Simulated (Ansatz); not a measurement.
The figure comes from a scan of Mg (hcp, Mg type): the cell is scaled evenly about its relaxed volume V₀. Computed with r2SCAN (plane waves to 500 eV, PAW, scalar-relativistic; Ansatz, an electronic-structure program). k mesh 17×17×9 (Γ-centred), Fermi-Dirac smearing 0.05 eV. The energy includes the smearing's −TS. Mg was relaxed with its symmetry unable to fall. The PAW data are Ansatz's earlier set. The zero of ΔE is the relaxed starting cell.

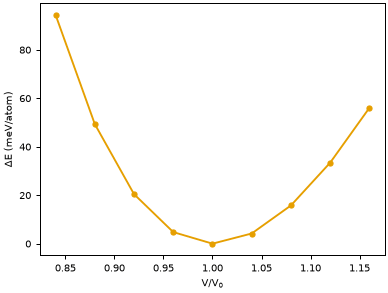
*ΔE (meV/atom) against V/V₀; markers are the computed points, lines only join them.*

Problem. List the plotted points as numbers.

Solution. To the nearest 2:

| V/V₀ | ΔE (meV/atom) |
|---|---|
| 0.840 | 94 |
| 0.880 | 50 |
| 0.920 | 20 |
| 0.960 | 4 |
| 1.000 | 0 |
| 1.040 | 4 |
| 1.080 | 16 |
| 1.120 | 34 |
| 1.160 | 56 |

(Under strain, the slope of the energy per volume gives the stress and its curvature an elastic modulus.)
